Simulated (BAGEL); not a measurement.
# A workflow on Si2H4ClF (SMILES F[SiH]([SiH3])Cl)

We compute the energy (HF/6-31G*), then a single-point energy (NEVPT2(2,2)/6-31G*) of Si2H4ClF. 

Program for the calculation: BAGEL 1.2.2.

2 further runs of the same task are left out: 2 set aside as unsound or not needed.

### Step 1. The structure to begin with

Si2H4ClF has 8 atoms, charge 0, and is taken as a singlet. SMILES: `F[SiH]([SiH3])Cl`. One bond was lengthened or shortened from a relaxed shape.

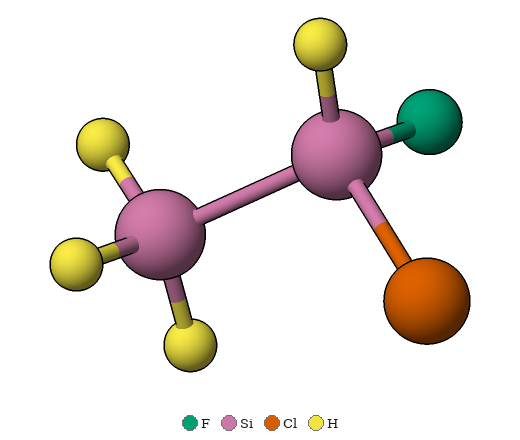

The structure, seen from a chosen angle (fluorine teal, silicon pink, chlorine orange, hydrogen yellow).

### Step 2. The energy at HF/6-31G(d) (density fitting with svp-jkfit, spherical functions) (run 1)

Input file input.json:

```json
{ "bagel": [

{
  "title": "molecule",
  "basis": "6-31gs.json",
  "df_basis": "svp-jkfit",
  "angstrom": true,
  "geometry": [
    { "atom": "F", "xyz": [   -1.156295,    1.938256,    0.372461 ] },
    { "atom": "Si", "xyz": [   -0.210195,    0.954256,   -0.456439 ] },
    { "atom": "Si", "xyz": [    0.711705,   -0.651544,    0.972561 ] },
    { "atom": "Cl", "xyz": [   -1.534100,   -0.130100,   -2.075900 ] },
    { "atom": "H", "xyz": [    0.769305,    1.796856,   -1.181039 ] },
    { "atom": "H", "xyz": [    1.528405,    0.010356,    2.023561 ] },
    { "atom": "H", "xyz": [    1.576205,   -1.552344,    0.166861 ] },
    { "atom": "H", "xyz": [   -0.383895,   -1.432644,    1.600861 ] }
  ]
},
{ "title": "hf" },
{ "title": "print", "file": "orbitals.molden", "orbitals": true }

]}
```

The basis set 6-31G* is read from a file made from the Basis Set Exchange's data (not shown).

Run with:

```
BAGEL_NUM_THREADS=1 BAGEL input.json > input.out
```

Output:

```text
* using 1 threads per process

  ===============================================================
  ===============================================================

  *** Geometry ***

  { "atom" : "F", "xyz" : [     -2.185081,      3.662773,      0.703849 ] },
  { "atom" : "Si", "xyz" : [     -0.397211,      1.803282,     -0.862545 ] },
  { "atom" : "Si", "xyz" : [      1.344928,     -1.231240,      1.837874 ] },
  { "atom" : "Cl", "xyz" : [     -2.899029,     -0.245853,     -3.922882 ] },
  { "atom" : "H", "xyz" : [      1.453776,      3.395566,     -2.231840 ] },
  { "atom" : "H", "xyz" : [      2.888267,      0.019570,      3.823976 ] },
  { "atom" : "H", "xyz" : [      2.978596,     -2.933505,      0.315322 ] },
  { "atom" : "H", "xyz" : [     -0.725456,     -2.707305,      3.025189 ] },

  Number of auxiliary basis functions:      533

  Since a DF basis is specified, we compute 2- and 3-index integrals:
    o Being stored without compression. Storage requirement is 0.025 GB

  Number of basis functions:       76
  Number of electrons      :       58

    * METHOD: MOLECULE                             0.30

  *** RHF ***

  === Nuclear Repulsion ===
   263.0623680918

      * DIIS with orbital gradients will be used.

  === RHF iteration (6-31gs.json) ===
      0      -1138.98142832          0.01749228           0.08
      1      -1139.10653231          0.01096562           0.08
      2      -1139.16061685          0.00134888           0.08
      3      -1139.16214131          0.00035699           0.09
      4      -1139.16226856          0.00006934           0.08
      5      -1139.16227569          0.00001631           0.09
      6      -1139.16227617          0.00000494           0.08
      7      -1139.16227622          0.00000126           0.08
      8      -1139.16227622          0.00000032           0.08
      9      -1139.16227622          0.00000011           0.08
     10      -1139.16227622          0.00000004           0.08
     11      -1139.16227622          0.00000001           0.08
     12      -1139.16227622          0.00000000           0.08
    * SCF iteration converged.

    * Permanent dipole moment:
           (   -1.206538,    -0.074480,    -0.818116) a.u.

    * METHOD: HF                                   1.27

    * METHOD: PRINT                                0.02

  ===============================================================
```

Wall time 1.7 s (1 thread of Arm Neoverse V1, shared host); peak memory 0.15 GiB.

### Step 3. A single-point energy at NEVPT2(2,2)/6-31G(d) (density fitting with svp-jkfit, spherical functions) (run 2)

Input file input.json:

```json
{ "bagel" : [

{
  "title" : "molecule",
  "basis" : "6-31gs.json",
  "df_basis" : "svp-jkfit",
  "angstrom" : true,
  "geometry" : [
    { "atom" : "F", "xyz" : [      -1.156295,       1.938256,       0.372461 ] },
    { "atom" : "Si", "xyz" : [      -0.210195,       0.954256,      -0.456439 ] },
    { "atom" : "Si", "xyz" : [       0.711705,      -0.651544,       0.972561 ] },
    { "atom" : "Cl", "xyz" : [      -1.534100,      -0.130100,      -2.075900 ] },
    { "atom" : "H", "xyz" : [       0.769305,       1.796856,      -1.181039 ] },
    { "atom" : "H", "xyz" : [       1.528405,       0.010356,       2.023561 ] },
    { "atom" : "H", "xyz" : [       1.576205,      -1.552344,       0.166861 ] },
    { "atom" : "H", "xyz" : [      -0.383895,      -1.432644,       1.600861 ] }
  ]
},

{
  "title" : "hf"
},

{
  "title" : "nevpt2",
  "nstate" : 1,
  "nact" : 2,
  "nclosed" : 28,
  "active" : [18, 30],
  "maxiter" : 200,
  "natocc" : true,
  "ncore" : 16
},

{
  "title" : "print",
  "file" : "orbitals.molden",
  "orbitals" : true
}

]}
```

The basis set 6-31G* is read from a file made from the Basis Set Exchange's data (not shown).

Run with:

```
BAGEL_NUM_THREADS=1 BAGEL input.json > input.out
```

Output:

```text
* using 1 threads per process

  ===============================================================
  ===============================================================

  *** Geometry ***

  { "atom" : "F", "xyz" : [     -2.185081,      3.662773,      0.703849 ] },
  { "atom" : "Si", "xyz" : [     -0.397211,      1.803282,     -0.862545 ] },
  { "atom" : "Si", "xyz" : [      1.344928,     -1.231240,      1.837874 ] },
[... 4 lines of this table left out ...]
  { "atom" : "H", "xyz" : [     -0.725456,     -2.707305,      3.025189 ] },

  Number of auxiliary basis functions:      533

  Since a DF basis is specified, we compute 2- and 3-index integrals:
    o Being stored without compression. Storage requirement is 0.025 GB

  Number of basis functions:       76
  Number of electrons      :       58

    * METHOD: MOLECULE                             0.30

  *** RHF ***

[... 11 lines left out ...]
    * SCF iteration converged.
[... 1 line left out ...]
    * Permanent dipole moment:
[... 22 lines left out ...]
      0  0     -1139.16247390     4.59e-05      0.02

      1  0     -1139.16323842     1.42e-04      0.38
[... 27 lines of this table left out ...]
     15  0     -1139.17538840     3.25e-09      0.36

    * Second-order optimization converged. *

     guess   0:   closed 1.                   open ..

  === FCI iteration ===

      0  0     -1139.16168055     5.80e-02      0.00
      1  0     -1139.17504415     6.91e-03      0.00
      2  0 *   -1139.17538840     4.66e-16      0.00

     * ci vector, state   0, <S^2> = 0.0000
       2.     0.9930225406
       .2    -0.1179246955

  === DF-NEVPT2 calculation ===

    * 3-index integral transformation done
    * assembly done

      NEVPT2 correlation energy:   -0.4391165527      0.11

          (+0)     -0.3594925762
          (+0)'    -0.0226275291
          (+1)     -0.0159860203
          (+1)'    -0.0000000000
          (+2)     -0.0008945952
          (-1)     -0.0352513443
          (-1)'     0.0000000000
          (-2)     -0.0048644877

      NEVPT2 total energy:       -1139.6145049526

    * METHOD: NEVPT2                               6.90

    * METHOD: PRINT                                0.02

  ===============================================================
```

It took 8.7 s on 1 thread of Arm Neoverse V1, shared host; peak memory 0.15 GiB.

### Step 4. Results

| quantity | value |
| --- | --- |
| run 1, HF/6-31G*: total energy | -1139.16228 Eh |
| run 1, HF/6-31G*: dipole moment | 3.71 D |
| run 1, HF/6-31G*: HOMO energy | -11.58 eV |
| run 1, HF/6-31G*: LUMO energy | 2.08 eV |
| run 1, HF/6-31G*: HOMO–LUMO gap | 13.67 eV |
| run 2, NEVPT2(2,2)/6-31G*: total energy | -1139.61450 Eh |
